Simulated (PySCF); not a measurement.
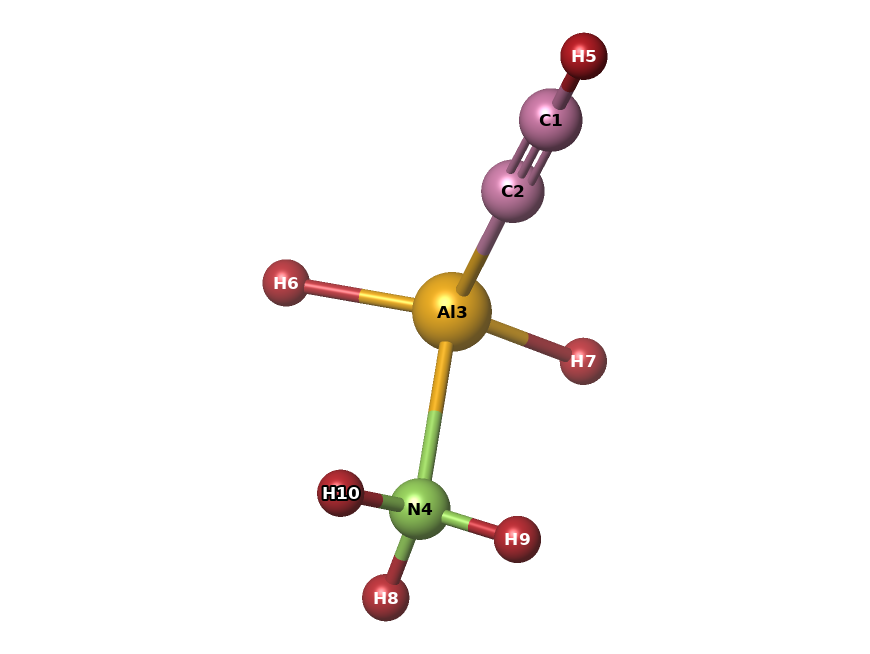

Computed geometry: PBE0-D3(BJ)/def2-SVP optimisation. No frequency run is at hand to confirm it as a minimum. Electric field gradients from the ground-state density, B3LYP/def2-TZVP (PySCF 2.14.0), non-relativistic apart from any core potentials.

Give the largest field-gradient component, the quadrupole coupling constant and the asymmetry for 27Al at Al3 (Q = 146.6 mb), 14N at N4 (Q = 20.44 mb), 2H at H5 (Q = 2.86 mb), 2H at H6 (Q = 2.86 mb).

```json
{"atom": "Al3", "V_zz (a.u.)": "0.792", "e²qQ/h (MHz)": "27.3", "η": "0.28"}
{"atom": "N4", "V_zz (a.u.)": "−0.638", "e²qQ/h (MHz)": "−3.07", "η": "0.02"}
{"atom": "H5", "V_zz (a.u.)": "0.319", "e²qQ/h (MHz)": "0.214", "η": "0.01"}
{"atom": "H6", "V_zz (a.u.)": "0.109", "e²qQ/h (MHz)": "0.073", "η": "0.04"}
```
